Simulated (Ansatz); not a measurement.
## Electronic structure of HN₂Si (charge +1) in real space

Input file:

```
basis:
  gaussian:
    orbitals: def2-TZVPD
crystal:
  periodic: [false, false, false]
  atoms:
    - symbol: N
      position_ang: [-1.358408, -1.575214, -0.163287]
    - symbol: N
      position_ang: [-0.812256, -0.791046, 0.374350]
    - symbol: Si
      position_ang: [0.232826, 0.920460, 1.212945]
    - symbol: H
      position_ang: [0.392037, 0.001089, 2.404414]
output:
  forces: true
  orbitals: {seedname: orbitals}
total_charge: 1
hamiltonian:
  xc: {name: PBE0}
```

Command:

```sh
ansatz run input.yaml --threads 1 --pin off --max-ram 2610MiB --events-out events.jsonl --progress --plain --runs-dir runs
```

Geometry: B3LYP-D3(BJ)/6-311G**.

All numbers below come from Ansatz 0.2.0, isolated molecule in a Gaussian basis; Kohn-Sham density functional theory, functional PBE0.

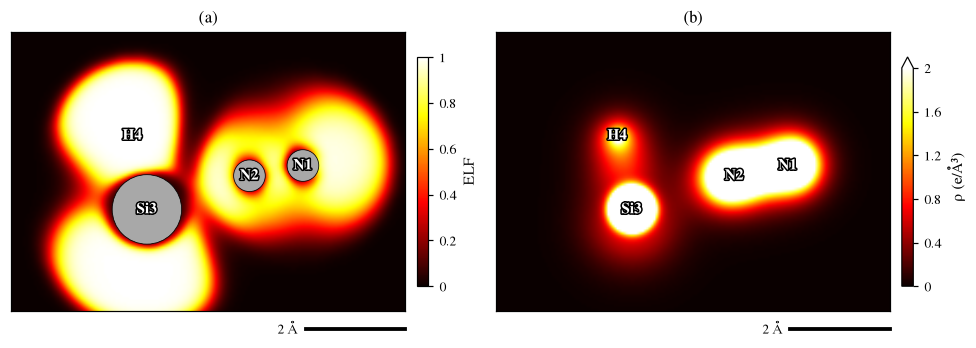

Figure 1. (a) electron localisation function; (b) total electron density on the molecular plane. Grey discs cover the atomic cores in the ELF map.

Question: Interpret the plot.

Answer:
- Atoms in the plane: N, Si and H.
- N–N (1.10 Å): ρ is about 4.7 e/Å³ halfway; the ELF peaks at about 0.85 between the atoms: a multiple bond.
- Si–H (1.51 Å): the density is about 0.85 e/Å³ at the midpoint; the ELF climbs to about 1 towards the hydrogen, as it does in any bond to H.
- The ELF also peaks beside Si3 and N1, away from the bonds: lone-pair regions.

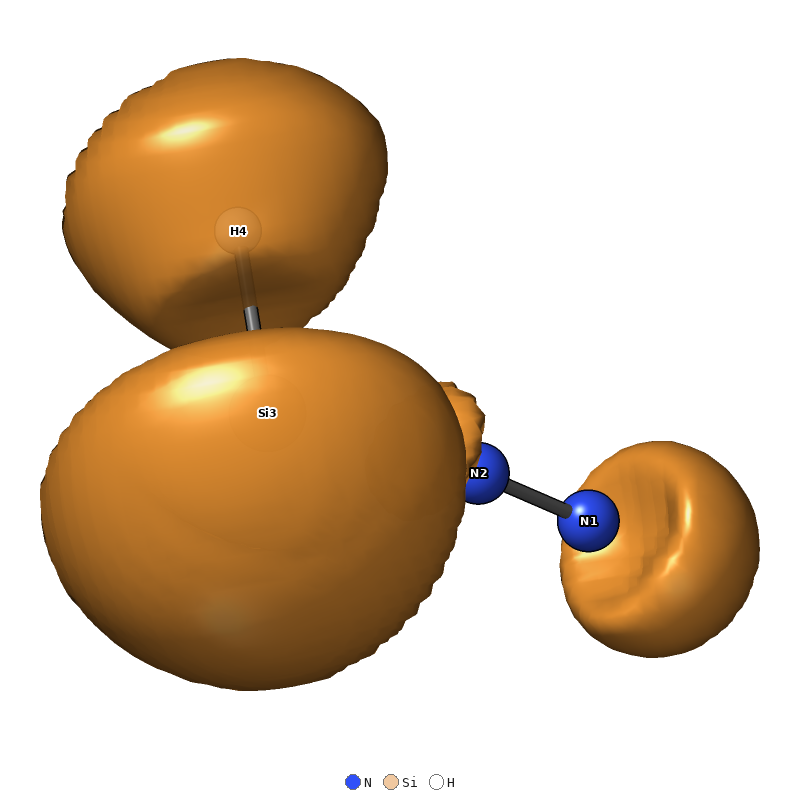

Figure 2. Isosurface of the electron localisation function at 0.9 (orange), seen at an oblique angle. Core shells and regions of very low density are left out.

Question: Where are the electrons localised?

Answer: The ELF exceeds this value in one region around a hydrogen nucleus, one lobe on N, pointing away from the bonds (lone pairs), one lobe on Si, pointing away from the bonds (lone pairs) and one region wrapped around N (its valence shell).

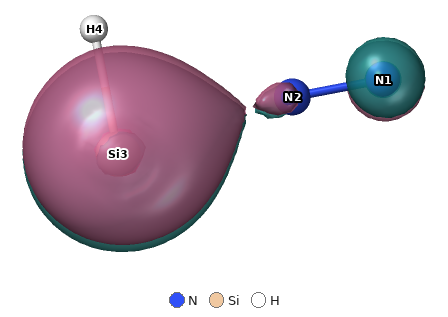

Figure 3. One frontier orbital at ±0.15 Å⁻³ᐟ² (teal and pink are the two phases), seen across its widest extent.

Question: Which orbital is it: HOMO or LUMO?

Answer: The LUMO, at −9.89 eV. By Hirshfeld shares it lies mainly on Si3 (about 80 %), N2 (about 5 %) and N1 (about 5 %); it changes sign across the molecular plane (π type).

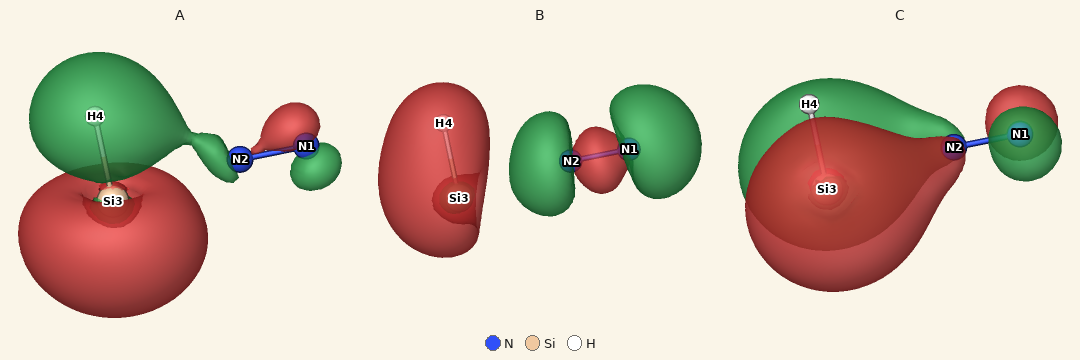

Figure 4. Three frontier orbitals at ±0.1 Å⁻³ᐟ² (green and red are the two phases), in no order.

Question: Order the three orbitals by energy and name them.

Answer: B is the HOMO−1 (−18.42 eV). Its weight (Hirshfeld) is mainly on N1 (about 35 %), Si3 (about 30 %), N2 (about 25 %) and H4 (about 15 %); it is symmetric in the molecular plane (an in-plane orbital: σ, lone-pair or in-plane π type). A is the HOMO (−14.40 eV). It lies mainly on Si3 (about 75 %) and H4 (about 20 %); it is symmetric in the molecular plane (an in-plane orbital: σ, lone-pair or in-plane π type). C is the LUMO (−9.89 eV). By Hirshfeld shares it lies mainly on Si3 (about 80 %), N2 (about 5 %) and N1 (about 5 %); it changes sign across the molecular plane (π type).

Question: What is the HOMO–LUMO gap?

Answer: 4.51 eV between the orbital energies.
